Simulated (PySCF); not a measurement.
# doublet BCl−: U-revPBE/def2-TZVPPD

We compute the energy of doublet BCl−. Input form: a Python script.

The results are computed with PySCF 2.14.0.

2 further runs of the same task are left out: 2 set aside as unsound or not needed. Runs told in other sessions of the task aren't counted.

### Step 1. The structure to begin with

BCl−: 2 atoms, total charge -1, spin state doublet. SMILES of the parent species: `[B]Cl`. The shape is that of a GFN2-xTB optimisation. That shape belongs to the parent species and isn't relaxed for this state.

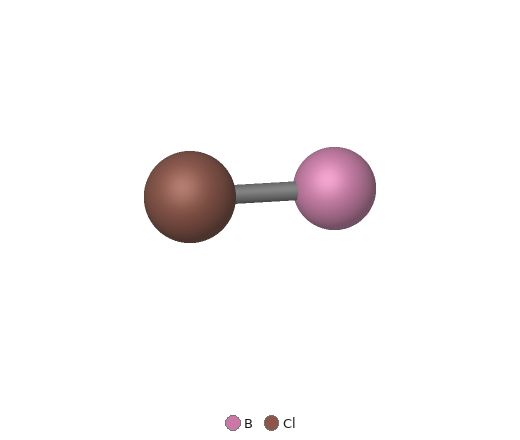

The structure, seen from a chosen angle (boron pink, chlorine brown).

### Step 2. The energy at U-revPBE/def2-TZVPPD

Contents of job.py:

```python
from pyscf import gto, dft

mol = gto.M(
    atom=[
    ('B', (0.000000, 0.000000, 0.000000)),
    ('Cl', (0.000000, 0.000000, 1.578530)),
],
    spin=1,
    max_memory=1860,
    verbose=3,
    charge=-1,
    basis='def2-tzvppd',
)

myscf = dft.UKS(mol, xc='revpbe')
myscf.conv_tol = 1e-10
myscf.grids.level = 5
myscf.kernel()
if not myscf.converged:
    myscf = myscf.newton().run(myscf.mo_coeff, myscf.mo_occ)

energy = myscf.e_tot
print('E = %.10f Eh' % energy)
```

On the command line:

```bash
OMP_NUM_THREADS=1 python job.py
```

The program printed:

```text
WARN: HOMO -0.101269690907409 >= LUMO -0.10126969090741

WARN: HOMO 0.119165487994377 >= LUMO 0.119986069298211

WARN: HOMO 0.119303794777214 >= LUMO 0.119578705624985

WARN: HOMO 0.119659148865896 >= LUMO 0.11810416377287

WARN: HOMO 0.122720657274854 >= LUMO 0.118478753478179

WARN: HOMO 0.122331394989865 >= LUMO 0.11881628597628

WARN: HOMO 0.123071142309492 >= LUMO 0.118711403166323

WARN: HOMO 0.122021368749218 >= LUMO 0.120070724822231

WARN: HOMO 0.119609564781798 >= LUMO 0.120532238551327

WARN: HOMO 0.12099969269425 >= LUMO 0.120393181559475

WARN: HOMO 0.120776426805687 >= LUMO 0.12019720160826

WARN: HOMO 0.120775227858557 >= LUMO 0.120207358388736

WARN: HOMO 0.121952283310638 >= LUMO 0.120046591284844

WARN: HOMO 0.121983889427689 >= LUMO 0.119780485506514

WARN: HOMO 0.120866053455251 >= LUMO 0.120255857588717

WARN: HOMO 0.121070752359643 >= LUMO 0.120431796450365

WARN: HOMO 0.11941323419826 >= LUMO 0.119687968940415

WARN: HOMO 0.119813250517861 >= LUMO 0.11960976156513

WARN: HOMO 0.121008562590391 >= LUMO 0.1195773249414

WARN: HOMO 0.120089901283697 >= LUMO 0.11975158188784

WARN: HOMO 0.12042536704506 >= LUMO 0.119739894201146

SCF not converged.
SCF energy = -484.881170229987 after 50 cycles  <S^2> = 0.7536261  2S+1 = 2.0036228

WARN: HOMO 0.1241777613639596 > LUMO 0.11812642971296156 was found in the canonicalized orbitals.

converged SCF energy = -484.883682119677  <S^2> = 0.75648663  2S+1 = 2.0064761
E = -484.8836821197 Eh
```

It took 59 s on 1 thread of Arm Neoverse V2, shared host; peak memory 0.49 GiB.

### Step 3. Summary of results

At U-revPBE/def2-TZVPPD:

```
                          quantity          value
                      total energy  -484.88368 Eh
HOMO energy (highest over α and β)        3.38 eV
                              ⟨S²⟩          0.756
```

In words: The run may have ended on a state above the lowest. The HOMO lies at positive energy, 3.38 eV, from the functional's self-interaction, a short basis or an electron that isn't bound; only total energies against the neutral tell.
